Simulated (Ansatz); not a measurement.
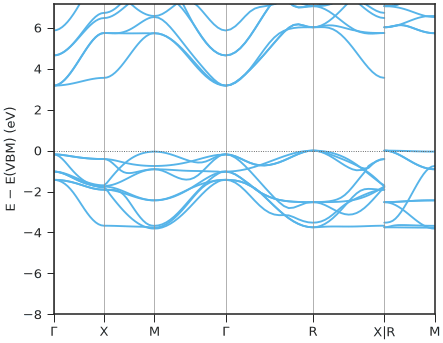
Figure. Band structure from DFT-PBEsol in the program Ansatz with PAW potentials

The gap is 3.17 eV; an edge lies off the plotted path or next to a special point (maximum on the R–M line, 3 % of the way from R, minimum at Γ).

The material is BaZrO$_{3}$ (cubic perovskite, space group No. 221).

Space group Pm-3m (cubic perovskite). The PBEsol relaxation kept the symmetry of its start. The run is not spin-polarised. Scalar-relativistic: spin–orbit coupling is off unless named, which matters more the heavier the elements.

Potentials: the later of the program's two PAW sets.
